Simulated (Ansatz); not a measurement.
Run report: CH$_{7}$NO$_{3}$Zr, single-point calculation

System: CH$_{7}$NO$_{3}$Zr, SMILES C[NH][Zr]([OH])([OH])[OH].
Method: RKS PBE0-D4/def2-TZVPP (Ansatz 0.2.0).

The geometry comes from this level: PBE0-D4/def2-TZVP.

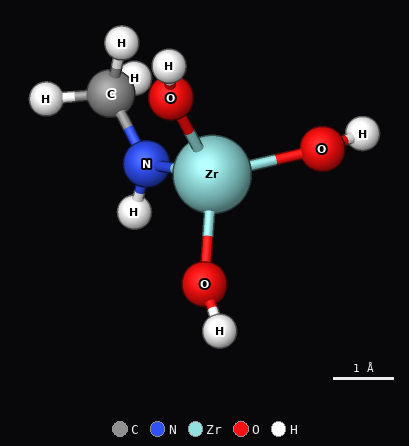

Fig. 1: The input geometry (ball-and-stick view, seen at a tilt). Sticks mark near contacts. Bond lengths as drawn: C–H 1.09 to 1.10 Å, C–N 1.45 Å, H–N 1.01 Å, H–O 0.95 Å, N–Zr 2.03 Å and O–Zr 1.94 to 1.95 Å.

The input
```yaml
crystal:
  periodic: [false, false, false]
  atoms:
    - {symbol: C, position_ang: [1.261080, -1.326382, 1.073480]}
    - {symbol: N, position_ang: [0.946125, -0.612712, -0.145219]}
    - {symbol: Zr, position_ang: [-0.579468, 0.688872, -0.488071]}
    - {symbol: O, position_ang: [-2.200653, -0.270458, -0.976725]}
    - {symbol: O, position_ang: [-0.023250, 1.795052, -1.977718]}
    - {symbol: O, position_ang: [-0.901876, 1.618444, 1.182597]}
    - {symbol: H, position_ang: [0.557637, -1.045911, 1.862709]}
    - {symbol: H, position_ang: [1.194450, -2.415506, 0.954023]}
    - {symbol: H, position_ang: [2.265648, -1.091778, 1.447197]}
    - {symbol: H, position_ang: [1.616787, -0.813473, -0.876421]}
    - {symbol: H, position_ang: [-2.645114, -1.095629, -1.148266]}
    - {symbol: H, position_ang: [-0.137822, 2.389817, -2.712490]}
    - {symbol: H, position_ang: [-1.353534, 2.179661, 1.804905]}
basis:
  gaussian: {orbitals: def2-TZVPP}
hamiltonian: {xc: pbe0, dispersion: d4}
output: {orbitals: {seedname: orbitals}}
```

Launch command:
```bash
ansatz run in.yaml --threads 8 --pin off --events-out ev --progress --plain --max-ram 18278MiB
```

The program's output
```
Functional definition: PBE0
  name "PBE0"
  cite "Adamo & Barone, J. Chem. Phys. 110, 6158 (1999) doi:10.1063/1.478522"
  cite "Perdew, Burke & Ernzerhof, Phys. Rev. Lett. 77, 3865 (1996) doi:10.1103/PhysRevLett.77.3865"
  parent pbe
  parameter a = 0.25
  parameter kappa = 0.804
  parameter beta = 0.06672455060314922
  exchange = (1 - a)*pbe_x(kappa = kappa, mu = beta*pi^2/3) + a*exact_x
  correlation = pbe_c(beta = beta)
1591 factors; their error is unknown
mean field evaluation 1: about -10039.7124 eV, gradient 1.2e2 eV
mean field evaluation 2: about -9970.7515 eV, gradient 2.2e2 eV
mean field evaluation 4: about -10062.7644 eV, gradient 8.3e0 eV
mean field evaluation 8: about -10062.9290 eV, gradient 1.5e-1 eV
mean field evaluation 16: about -10062.9676 eV, gradient 4.0e-4 eV
mean field -10062.96762755 eV, -369.8072393880 hartree, gradient 1.8e-5 eV, S^2 0.000000; 0 other end points of the search recorded, 0 dependent functions left out
reference -10062.96769358 eV, -369.8072418147 hartree; 28, 28 occupied and 281, 281 virtual orbitals, 1591 factors
Total energy: -10063.19880434 eV, -369.8157349784 hartree
```

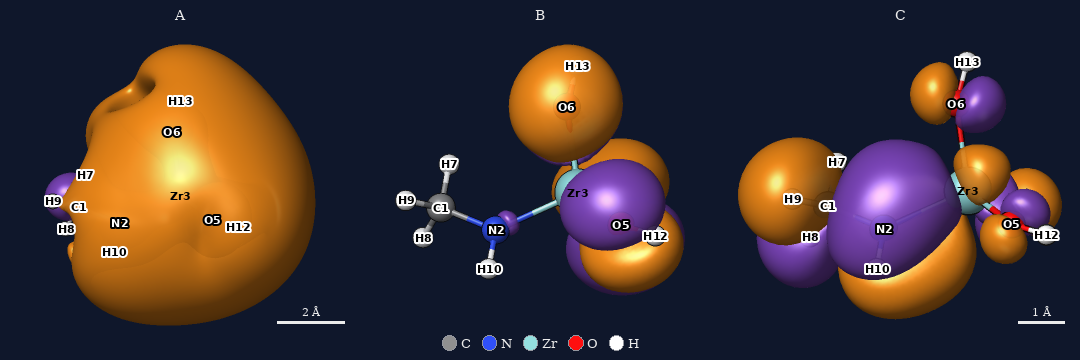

Fig. 2: Three frontier orbitals at ±0.04 Å⁻³ᐟ² (orange and purple are the two phases). B is the HOMO−1 (−8.44 eV). C is the HOMO (−6.44 eV). A is the LUMO (−0.06 eV). Its weight (Hirshfeld) is mainly on Zr3 (55 %). The HOMO–LUMO gap is 6.38 eV between the orbital energies.

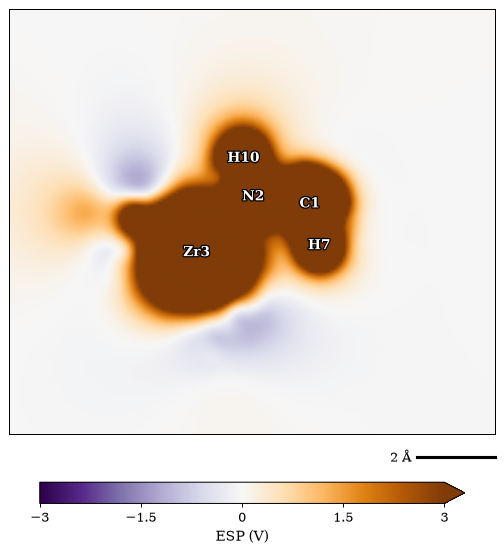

Fig. 3: Electrostatic potential on the plane of atoms C1, N2 and H10. Atoms in the plane: C, N, Zr and H.

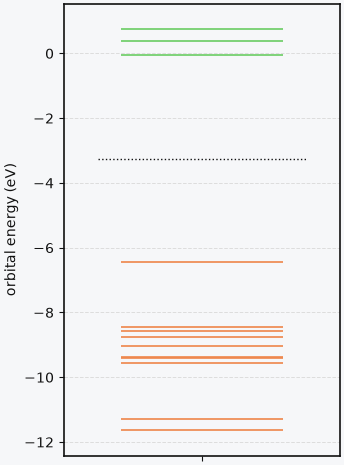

Fig. 4: Orbital energies near the frontier; the dotted line parts filled from empty levels, and levels within 0.02 eV of each other stand side by side. Highest filled −6.44 eV, lowest empty −0.06 eV, 6.38 eV apart.

Results in brief

```csv
quantity,value
outcome,converged
total energy,−10063.1988 eV
mean-field energy,−10062.9677 eV
dispersion energy,−0.2311 eV
SCF solution under orbital rotations,stable
HOMO,−6.44 eV
LUMO,−0.06 eV
hardware,"8 threads of Arm Neoverse V2, 23 GiB of memory available, shared host"
wall time,2.7 s (CPU time 18 s)
peak memory,0.89 GiB
```
